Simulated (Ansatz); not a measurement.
ClFGaH2N

Input

```
crystal:
  periodic: [false, false, false]
  atoms:
    - { symbol: "N", position_ang: [0.1145, 0.9032, 0.1249] }
    - { symbol: Ga, position_ang: [-0.0304, -0.7671, -0.0093] }
    - { symbol: F, position_ang: [1.4704, -0.9468, 0.3953] }
    - { symbol: Cl, position_ang: [-0.6732, -1.8918, -0.5014] }
    - { symbol: H, position_ang: [-0.6974, 1.2191, 0.7492] }
    - { symbol: H, position_ang: [-0.1419, 1.4195, -0.8048] }
basis:
  gaussian: { orbitals: def2-SVP }
hamiltonian:
  xc: pbe0
relax:
  f_tol: 0.015
  max_steps: 40
output:
  orbitals: {}
```

Command:

```sh
ansatz run input.yaml --threads 1 --pin off --max-ram 2048MiB --backend cpu --events-out ev --progress --plain --runs-dir out
```

The fields are those of the relaxed geometry.

These are results of Ansatz, RKS PBE0/def2-SVP, not measurements.

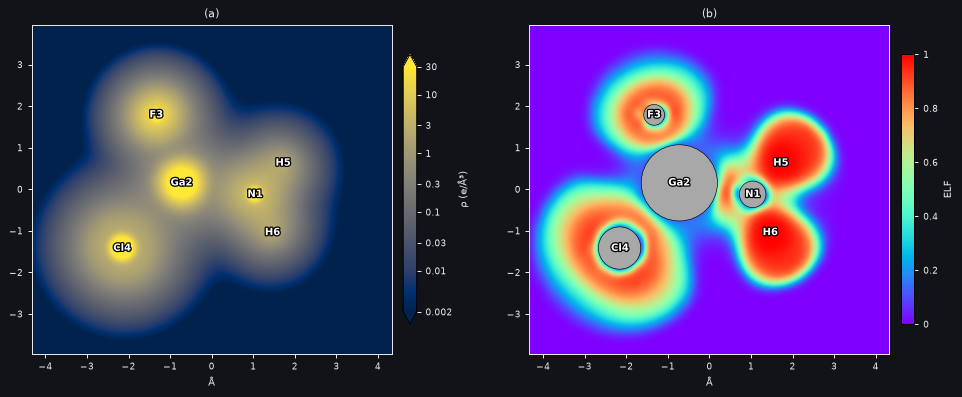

Figure 1. (a) total electron density; (b) ELF on the molecular plane. Grey discs cover the atomic cores in the ELF map.

Q: Read the bonding off the picture.

A:
- Atoms in the plane: N, Ga, F, Cl and H.
- Ga–F (1.74 Å): ρ at the midpoint is about 0.86 e/Å³; the ELF peaks at about 0.80 in the valence shell of F, 0.5 Å from its nucleus, and is about 0.15 at the midpoint.
- Ga–N (1.79 Å): ρ at the midpoint is about 0.97 e/Å³; the ELF peaks at about 0.85 in the valence shell of N, 0.6 Å from its nucleus, and is about 0.35 at the midpoint.
- Ga–Cl (2.13 Å): ρ at the midpoint is about 0.71 e/Å³; the ELF peaks at about 0.80 in the valence shell of Cl, 0.8 Å from its nucleus, and is about 0.55 at the midpoint.
- N–H (1.01 Å): ρ is about 2.8 e/Å³ halfway; the ELF climbs to about 1 towards the hydrogen, as it does in any bond to H: an ordinary covalent bond to hydrogen.
- The ELF also peaks beside Cl4 and F3, away from the bonds: lone-pair regions.

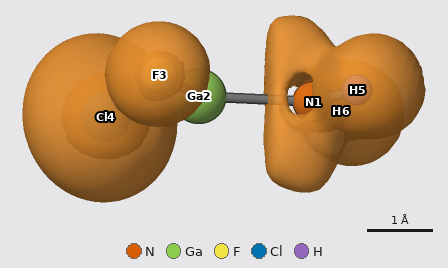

Figure 2. Isosurface of the ELF at 0.75 (orange), seen from one side. Only the valence region is drawn (cores and ρ < 0.01 e/Å³ removed).

Q: Identify the bonds, lone pairs and shells in this picture.

A: At this value the surface marks out one region wrapped around Cl (its valence shell), one region wrapped around F (its valence shell) and one joined region spread over several atoms (H, N), in which their bonds and any lone pairs are merged.

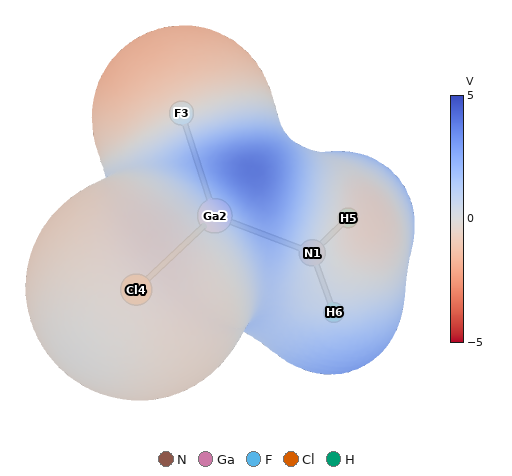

Figure 3. The molecular electrostatic potential painted on the density surface at 0.004 e/bohr³, seen at a tilt; red is negative and blue positive.

Q: Where is the surface potential most negative and most positive?

A: The most negative region (about −1.6 V) lies over F3, the most positive (about +3.9 V) over Ga2.
